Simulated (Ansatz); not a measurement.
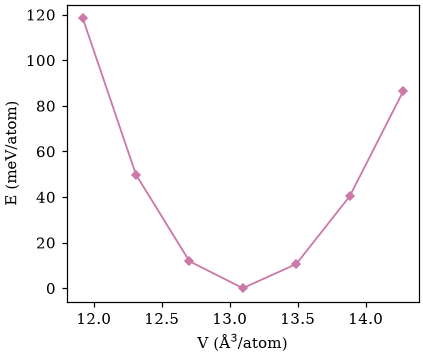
Figure: Ta2N in space group P-31m (No. 162; Ta on 6k, N on 2d, N on 1a) under volume change, PBEsol in the plane-wave PAW code Ansatz, shape and atoms relaxed at each volume.

Q: What does a third-order Birch–Murnaghan fit give for V₀, B₀ and B′?

A: V₀ = 13.10 Å³/atom, B₀ = 303 GPa, B′ = 4.3.

The workflow started from a Materials Project entry (that database holds measured and hypothetical structures alike); the Crystallography Open Database copy checked does not list it. Its standing as an ambient phase is unchecked. Symmetry was held in the PBEsol relaxation; its stability against distortions is not shown here. No spin polarisation was allowed. Spin–orbit coupling is left out wherever it is not named.

Potentials: the earlier of the program's two PAW sets. The files were generated under PBE; for other functionals the program regenerates the frozen cores, and for LDA and PBEsol the local potential too.
